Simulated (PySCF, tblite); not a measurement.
# 2,2-dimethylbutane (C₆H₁₄): a rotation path, then NMR shifts on frames, part 2 of 2

tblite 0.8.0 and PySCF 2.14.0. Atoms count from 0. Earlier steps stand in the parts before.

## 5. Shielding tensors: image 4, PBE0/pcSseg-1

Job settings and geometry (Å):

```
{"job": {"kind": "nmr", "xc": "PBE0", "basis": "pcSseg-1", "pop": false}, "charge": 0, "multiplicity": 1}
C      1.975000    -0.866700    -0.398800
C      1.095800     0.379500    -0.387900
C     -0.380400     0.202200     0.065800
C     -1.317500     0.619200    -1.072400
C     -0.731000    -1.232300     0.472400
C     -0.646300     1.108000     1.272800
H      2.068200    -1.296400     0.594800
H      1.585900    -1.627400    -1.070100
H      2.972900    -0.598400    -0.743000
H      1.573200     1.113700     0.264500
H      1.102400     0.801800    -1.395600
H     -1.145600     1.656100    -1.353300
H     -2.356200     0.521700    -0.761900
H     -1.163800    -0.006500    -1.949500
H     -0.558600    -1.934000    -0.338100
H     -0.152300    -1.548400     1.336100
H     -1.784800    -1.280700     0.738400
H     -0.027400     0.810700     2.117400
H     -0.424700     2.145100     1.031700
H     -1.690000     1.043600     1.573600
```

Level: GIAO PBE0/pcSseg-1 NMR shielding, non-relativistic, gas phase.

The program printed:

```text
coarse grid: 15200 points
cycle   1  E = -236.6388290585  dE =  3.265e-01  |g| = 4.754e-01  |ddm| = 3.617e+00
cycle   2  E = -236.6237382415  dE =  1.509e-02  |g| = 5.416e-01  |ddm| = 9.149e-01
cycle   3  E = -236.7012853303  dE = -7.755e-02  |g| = 3.719e-02  |ddm| = 5.136e-01
cycle   4  E = -236.7014985302  dE = -2.132e-04  |g| = 2.160e-02  |ddm| = 5.420e-02
cycle   5  E = -236.7016062835  dE = -1.078e-04  |g| = 2.570e-03  |ddm| = 1.915e-02
cycle   6  E = -236.7016077132  dE = -1.430e-06  |g| = 4.389e-04  |ddm| = 2.686e-03
final grid: 142456 points
cycle   7  E = -236.7410270652  dE = -7.171e-05  |g| = 1.003e-02  |ddm| = 4.282e-02
cycle   8  E = -236.7410179067  dE =  9.159e-06  |g| = 1.168e-02  |ddm| = 1.940e-02
cycle   9  E = -236.7410534041  dE = -3.550e-05  |g| = 7.215e-04  |ddm| = 1.077e-02
cycle  10  E = -236.7410535061  dE = -1.020e-07  |g| = 2.923e-04  |ddm| = 9.686e-04
cycle  11  E = -236.7410535257  dE = -1.957e-08  |g| = 3.641e-05  |ddm| = 2.266e-04
cycle  12  E = -236.7410535260  dE = -2.818e-10  |g| = 8.347e-06  |ddm| = 4.341e-05
converged SCF energy = -236.7410535260

GIAO shielding tensors (ppm)
atom      isotropic    diamagn.    paramagn.     s11        s22        s33       span
  0 C      174.681     246.964     -72.283    163.984    176.018    184.040     20.055
  1 C      150.821     247.523     -96.703    135.601    136.839    180.022     44.420
  2 C      157.488     244.047     -86.559    149.598    157.567    165.299     15.701
  3 C      150.891     248.157     -97.266    124.062    145.154    183.456     59.394
  4 C      159.342     248.225     -88.883    146.758    148.240    183.028     36.270
  5 C      150.207     248.355     -98.147    125.342    142.219    183.061     57.719
  6 H       30.766      30.850      -0.084     26.146     29.720     36.433     10.288
  7 H       30.751      30.884      -0.132     26.126     29.733     36.395     10.269
  8 H       30.778      28.446       2.333     25.751     27.833     38.750     12.999
  9 H       30.321      32.818      -2.497     24.882     31.228     34.853      9.970
 10 H       30.304      32.768      -2.464     24.931     31.115     34.865      9.933
 11 H       30.700      31.715      -1.016     27.280     28.184     36.635      9.356
 12 H       30.984      31.661      -0.677     27.160     28.556     37.235     10.075
 13 H       30.608      31.678      -1.070     26.915     28.448     36.462      9.547
 14 H       30.662      32.257      -1.596     26.569     29.038     36.377      9.809
 15 H       30.750      32.222      -1.472     26.956     28.688     36.606      9.650
 16 H       31.060      31.818      -0.757     27.449     28.949     36.783      9.334
 17 H       30.644      31.768      -1.124     27.001     28.474     36.457      9.456
 18 H       30.714      31.787      -1.072     27.323     28.209     36.611      9.289
 19 H       30.936      31.664      -0.729     27.167     28.487     37.152      9.985
```

It took 19 s on 1 thread of Arm Neoverse V1, shared host; peak memory 0.87 GiB.

This run: δ C5 36.7, C1 36.1, C3 36.0, C2 29.4, H10 1.41, H9 1.40 ppm.

## 6. Nuclear shieldings: image 6, PBE0/pcSseg-1

Job settings and geometry (Å):

```
{"job": {"kind": "nmr", "xc": "PBE0", "basis": "pcSseg-1", "pop": false}, "charge": 0, "multiplicity": 1}
C      1.865700    -0.858000    -0.693200
C      1.141600     0.378300    -0.172700
C     -0.361700     0.202400     0.139200
C     -1.198900     0.467500    -1.114300
C     -0.686800    -1.196500     0.668300
C     -0.745400     1.221600     1.216700
H      1.921600    -1.625400     0.074400
H      1.369700    -1.275100    -1.565900
H      2.883100    -0.594300    -0.977300
H      1.651600     0.706900     0.735300
H      1.244000     1.181400    -0.907300
H     -1.045100     1.483100    -1.473300
H     -2.257500     0.346500    -0.891500
H     -0.938000    -0.222400    -1.913700
H     -0.451800    -1.963600    -0.063600
H     -0.130500    -1.401900     1.579800
H     -1.748800    -1.262900     0.894100
H     -0.206400     1.015500     2.139900
H     -0.499800     2.230800     0.895300
H     -1.811700     1.176500     1.426600
```

Method: GIAO PBE0/pcSseg-1 NMR shielding, non-relativistic, gas phase.

The program printed:

```text
coarse grid: 15200 points
cycle   1  E = -236.6434940271  dE =  3.326e-01  |g| = 4.762e-01  |ddm| = 3.604e+00
cycle   2  E = -236.6278041230  dE =  1.569e-02  |g| = 5.443e-01  |ddm| = 9.237e-01
cycle   3  E = -236.7061438979  dE = -7.834e-02  |g| = 3.873e-02  |ddm| = 5.201e-01
cycle   4  E = -236.7063833056  dE = -2.394e-04  |g| = 2.163e-02  |ddm| = 5.592e-02
cycle   5  E = -236.7064910794  dE = -1.078e-04  |g| = 2.510e-03  |ddm| = 1.895e-02
cycle   6  E = -236.7064924325  dE = -1.353e-06  |g| = 4.314e-04  |ddm| = 2.667e-03
final grid: 142456 points
cycle   7  E = -236.7459574519  dE = -8.500e-05  |g| = 1.014e-02  |ddm| = 5.103e-02
cycle   8  E = -236.7459482557  dE =  9.196e-06  |g| = 1.177e-02  |ddm| = 1.964e-02
cycle   9  E = -236.7459842530  dE = -3.600e-05  |g| = 7.692e-04  |ddm| = 1.091e-02
cycle  10  E = -236.7459843698  dE = -1.168e-07  |g| = 3.092e-04  |ddm| = 1.074e-03
cycle  11  E = -236.7459843915  dE = -2.173e-08  |g| = 4.155e-05  |ddm| = 2.368e-04
cycle  12  E = -236.7459843919  dE = -3.740e-10  |g| = 8.840e-06  |ddm| = 5.088e-05
converged SCF energy = -236.7459843919

GIAO shielding tensors (ppm)
atom      isotropic    diamagn.    paramagn.     s11        s22        s33       span
  0 C      174.783     247.191     -72.408    166.143    174.820    183.386     17.243
  1 C      149.239     248.026     -98.788    134.843    138.392    174.481     39.637
  2 C      155.811     244.115     -88.304    149.861    155.625    161.947     12.086
  3 C      156.059     248.058     -91.999    129.652    151.233    187.291     57.639
  4 C      158.980     248.665     -89.685    145.935    148.723    182.282     36.346
  5 C      150.683     248.259     -97.576    127.023    140.128    184.898     57.875
  6 H       30.780      30.791      -0.010     25.955     29.946     36.440     10.484
  7 H       30.843      31.032      -0.189     26.184     29.847     36.497     10.313
  8 H       30.712      28.603       2.108     25.773     27.776     38.586     12.813
  9 H       30.436      32.938      -2.502     24.872     31.212     35.224     10.352
 10 H       30.381      32.910      -2.529     25.941     30.074     35.129      9.188
 11 H       30.985      31.743      -0.758     27.360     28.223     37.373     10.013
 12 H       30.951      31.645      -0.694     27.102     28.617     37.134     10.033
 13 H       30.421      31.721      -1.300     26.266     28.884     36.113      9.847
 14 H       30.661      32.381      -1.720     26.377     29.653     35.953      9.575
 15 H       30.949      32.184      -1.235     27.521     28.011     37.315      9.794
 16 H       30.989      31.911      -0.922     27.384     28.784     36.799      9.415
 17 H       30.833      31.729      -0.896     27.206     28.475     36.819      9.613
 18 H       30.635      31.540      -0.904     27.191     28.104     36.612      9.421
 19 H       30.804      31.533      -0.730     27.064     28.263     37.084     10.020
```

It took 19 s on 1 thread of Arm Neoverse V1, shared host; peak memory 0.87 GiB.

Key values: δ C1 37.7, C5 36.2, C2 31.1, C3 30.9, H10 1.34, H13 1.30 ppm.

## 7. NMR shieldings: image 8, PBE0/pcSseg-1

Job settings and geometry (Å):

```
{"job": {"kind": "nmr", "xc": "PBE0", "basis": "pcSseg-1", "pop": false}, "charge": 0, "multiplicity": 1}
C      1.803300    -0.727500    -0.931900
C      1.168400     0.305800    -0.007600
C     -0.350800     0.170300     0.202800
C     -1.101200     0.308300    -1.123800
C     -0.698200    -1.174100     0.845700
C     -0.796300     1.295900     1.142900
H      1.667500    -1.734500    -0.546500
H      1.380200    -0.675900    -1.931500
H      2.872200    -0.538700    -1.010300
H      1.656100     0.243800     0.968800
H      1.369000     1.302500    -0.409500
H     -0.822900     1.231100    -1.628400
H     -2.174400     0.325900    -0.946200
H     -0.884000    -0.526400    -1.785300
H     -0.471500    -1.998500     0.175000
H     -0.139100    -1.313900     1.768300
H     -1.759800    -1.214600     1.080900
H     -0.281700     1.223100     2.098700
H     -0.574900     2.268300     0.708300
H     -1.867000     1.239700     1.326500
```

Method: GIAO PBE0/pcSseg-1 NMR shielding, non-relativistic, gas phase.

The program printed:

```text
coarse grid: 15200 points
cycle   1  E = -236.6459594932  dE =  3.329e-01  |g| = 4.766e-01  |ddm| = 3.598e+00
cycle   2  E = -236.6299847900  dE =  1.597e-02  |g| = 5.456e-01  |ddm| = 9.297e-01
cycle   3  E = -236.7087099594  dE = -7.873e-02  |g| = 3.954e-02  |ddm| = 5.235e-01
cycle   4  E = -236.7089638776  dE = -2.539e-04  |g| = 2.163e-02  |ddm| = 5.676e-02
cycle   5  E = -236.7090716166  dE = -1.077e-04  |g| = 2.469e-03  |ddm| = 1.884e-02
cycle   6  E = -236.7090729188  dE = -1.302e-06  |g| = 4.256e-04  |ddm| = 2.626e-03
final grid: 142456 points
cycle   7  E = -236.7489414107  dE = -7.140e-05  |g| = 1.029e-02  |ddm| = 4.628e-02
cycle   8  E = -236.7489309620  dE =  1.045e-05  |g| = 1.210e-02  |ddm| = 2.028e-02
cycle   9  E = -236.7489691081  dE = -3.815e-05  |g| = 7.801e-04  |ddm| = 1.137e-02
cycle  10  E = -236.7489692294  dE = -1.214e-07  |g| = 2.920e-04  |ddm| = 1.042e-03
cycle  11  E = -236.7489692488  dE = -1.939e-08  |g| = 3.583e-05  |ddm| = 2.178e-04
cycle  12  E = -236.7489692491  dE = -2.619e-10  |g| = 9.442e-06  |ddm| = 4.542e-05
converged SCF energy = -236.7489692491

GIAO shielding tensors (ppm)
atom      isotropic    diamagn.    paramagn.     s11        s22        s33       span
  0 C      176.019     247.044     -71.026    168.738    172.628    186.690     17.952
  1 C      146.520     248.238    -101.719    133.695    135.715    170.148     36.453
  2 C      154.609     244.143     -89.534    149.732    154.602    159.493      9.762
  3 C      158.504     248.536     -90.032    139.424    149.449    186.637     47.213
  4 C      158.556     248.506     -89.950    139.238    149.534    186.895     47.657
  5 C      151.564     247.878     -96.315    130.551    137.094    187.046     56.495
  6 H       30.750      30.884      -0.135     25.652     30.235     36.362     10.709
  7 H       30.755      30.887      -0.132     25.652     30.270     36.343     10.691
  8 H       30.695      28.674       2.021     25.819     27.752     38.515     12.696
  9 H       30.478      32.989      -2.512     25.755     30.337     35.341      9.587
 10 H       30.478      32.992      -2.514     25.722     30.373     35.339      9.617
 11 H       31.060      31.936      -0.876     27.498     28.068     37.614     10.116
 12 H       30.858      31.782      -0.924     27.221     28.547     36.808      9.587
 13 H       30.498      32.179      -1.681     26.217     29.316     35.962      9.745
 14 H       30.496      32.174      -1.677     26.169     29.349     35.971      9.802
 15 H       31.067      31.926      -0.859     27.511     28.057     37.634     10.123
 16 H       30.856      31.771      -0.915     27.226     28.534     36.808      9.582
 17 H       30.735      31.449      -0.714     27.183     28.222     36.799      9.615
 18 H       30.739      31.455      -0.716     27.187     28.221     36.809      9.622
 19 H       30.756      31.443      -0.686     27.072     28.144     37.054      9.982
```

Wall time 19 s (1 thread of Arm Neoverse V1, shared host); peak memory 0.79 GiB.

Key values: δ C1 40.4, C5 35.4, C2 32.3, C3 28.4, H9 1.24, H10 1.24 ppm.

## 8. Run by run: NMR shifts

Shifts (ppm) of some atoms, chosen among heavy atoms and hydrogens apart, with basis size and wall time:

| frame | C1 | C3 | C2 | C5 | C0 | H15 | H14 | functions | time |
| --- | --- | --- | --- | --- | --- | --- | --- | --- | --- |
| image 0 | 40.4 | 35.4 | 32.4 | 28.4 | 10.9 | 1.22 | 0.66 | 172 | 19 s |
| image 2 | 37.9 | 36.2 | 30.9 | 32.0 | 12.1 | 0.97 | 0.88 | 172 | 19 s |
| image 4 | 36.1 | 36.0 | 29.4 | 36.7 | 12.2 | 0.97 | 1.06 | 172 | 19 s |
| image 6 | 37.7 | 30.9 | 31.1 | 36.2 | 12.1 | 0.77 | 1.06 | 172 | 19 s |
| image 8 | 40.4 | 28.4 | 32.3 | 35.4 | 10.9 | 0.65 | 1.22 | 172 | 19 s |

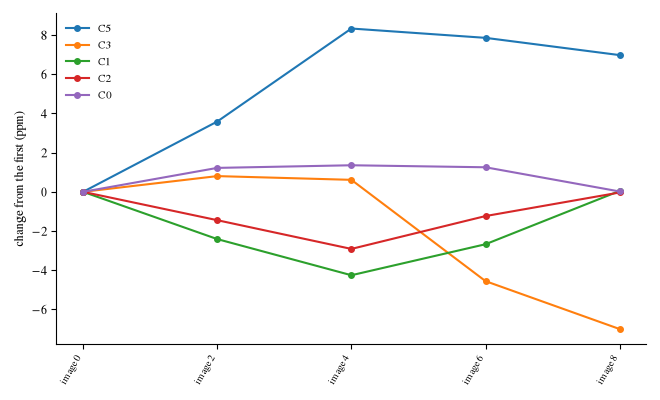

How five of the tabulated atoms move from run to run.

## 9. What came out

What follows sums up all 2 parts.

| quantity | value |
| --- | --- |
| barrier | 0.153 eV (3.5 kcal/mol) at image 4 |
| end to end (GFN2-xTB) | 0.000 eV |
| ¹³C shifts against TMS (PBE0/pcSseg-1, image 0) | 40.4, 35.4, 32.4, 28.4, 28.4, 10.9 ppm |
| ¹H shifts against TMS (PBE0/pcSseg-1, image 0) | 1.24, 1.24, 1.22, 1.22, 1.02, 0.98, 0.98, 0.96, 0.96, 0.96, 0.86, 0.86, 0.66, 0.66 ppm |
| range of the shift of C5 | 28.4 to 36.7 ppm |

What this shows: Along the band the dihedral turns by 123°, and the top (dihedral 1°) lies 3.5 kcal/mol above the start (GFN2-xTB, rough), so at room temperature this motion is fast. The top was not checked by a frequency run. Shifts at one fixed geometry are not the observed spectrum, which averages over the motion. In the first frame run (image 0): The largest span, 56 ppm, is at C3, where the paramagnetic term is -96 ppm. In ppm, C5 moves most: its shift spreads over 8.3 ppm, from 28.4 (image 0) to 36.7 (image 4).
